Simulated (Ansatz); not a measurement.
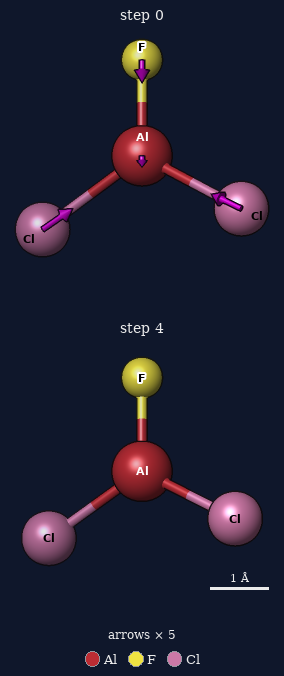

The structure of AlCl$_{2}$F before (top) and after (bottom) a relaxation, at one scale. The purple arrows give the displacements, 5 times their true length.

Style: ball-and-stick. Shown at a tilt.

The run prepares the start of a later molecular dynamics calculation, from a guessed geometry.

Level of theory: Ansatz, RKS r2SCANh/def2-SVP. Set-up: no spin polarisation; force threshold 0.02 eV/Å; at most 40 steps.

Describe what moved and what it gained.

After 4 geometry steps the energy has fallen by 9.89 kcal/mol. Largest force component: 1.9 eV/Å at the start, 0.0016 eV/Å at the end. The largest moves after the best rigid fit, 0.14 Å, are those of Cl atoms. Largest moves by element: Cl 0.14 Å, F 0.09 Å, Al 0.04 Å. Near-neighbour distances that change, for instance: Al–Cl 2.230 → 2.071 Å, Al–F 1.690 → 1.648 Å. The run took 12 s on 2 threads of Arm Neoverse V2, on a shared host, peak memory 0.14 GiB.
